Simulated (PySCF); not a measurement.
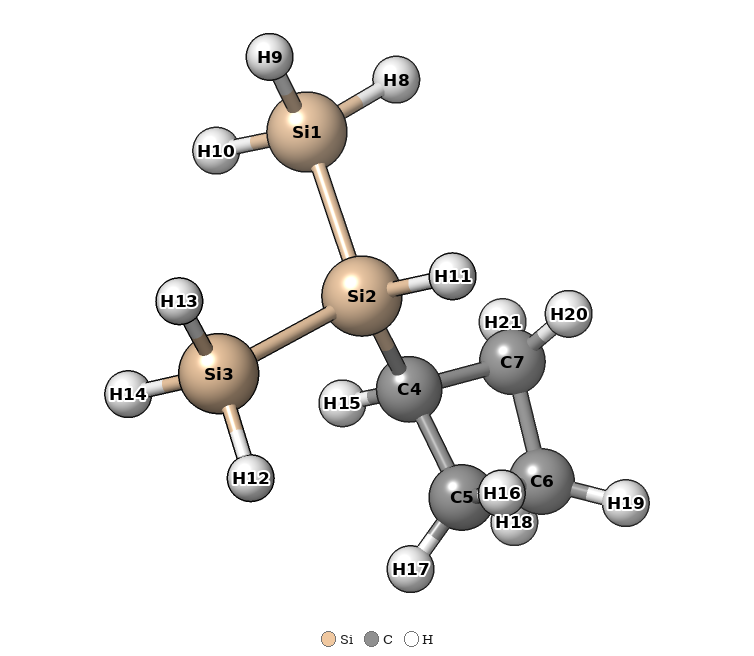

Computed geometry: PBE0-D3(BJ)/def2-SVP optimisation. No frequency run is at hand to confirm it as a minimum. Method: delta-SCF UKS SCAN, pcX-2 on the ionised atom, pcseg-1 elsewhere, spin-free X2C (PySCF 2.14.0).

Give the core-electron binding energies (to vacuum; p and d levels without spin–orbit splitting) of Si1 1s, Si1 2p, Si2 1s, Si2 2p, C4 1s, C5 1s, C6 1s.

```json
{"atom": "Si1", "level": "1s", "binding energy (eV)": "1845.9"}
{"atom": "Si1", "level": "2p", "binding energy (eV)": "106.4"}
{"atom": "Si2", "level": "1s", "binding energy (eV)": "1845.4"}
{"atom": "Si2", "level": "2p", "binding energy (eV)": "106.0"}
{"atom": "C4", "level": "1s", "binding energy (eV)": "289.9"}
{"atom": "C5", "level": "1s", "binding energy (eV)": "290.4"}
{"atom": "C6", "level": "1s", "binding energy (eV)": "290.4"}
```
